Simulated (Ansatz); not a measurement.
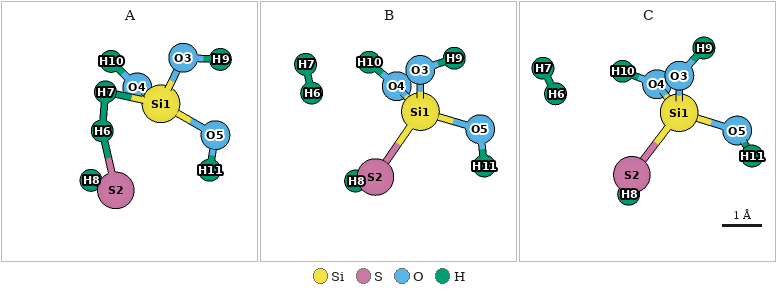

3 geometries from a converged minimum-energy path of SiH$_{6}$SO$_{3}$, shuffled. The picture is a ball-and-stick view, seen at a tilt.

Computed with RKS PBE-D4/def2-SVP in Ansatz 0.2.0. Settings: 7 movable images; climbing image; force threshold 0.03 eV/Å; iteration limit 50; starting path through a guess of the saddle point.

Question: One of them is the converged climbing image. Which?

Answer: A. In order along the path, whose images run from 0 to 8: C (image 1, +0.01 eV), B (image 2, +0.08 eV), A (image 4, +1.96 eV). Breaking: H6–H7 (0.77 → 1.03 at the top → 4.40 Å), Si1–S2 (2.16 → 2.59 at the top → 3.95 Å). Forming: S2–H6 (3.00 → 1.67 at the top → 1.36 Å), Si1–H7 (3.95 → 1.72 at the top → 1.49 Å).

The run took 4.6 min on 2 threads of Intel(R) Xeon(R) Platinum 8259CL CPU @ 2.50GHz (Skylake/Cascade Lake) (shared host), peak memory 0.17 GiB.
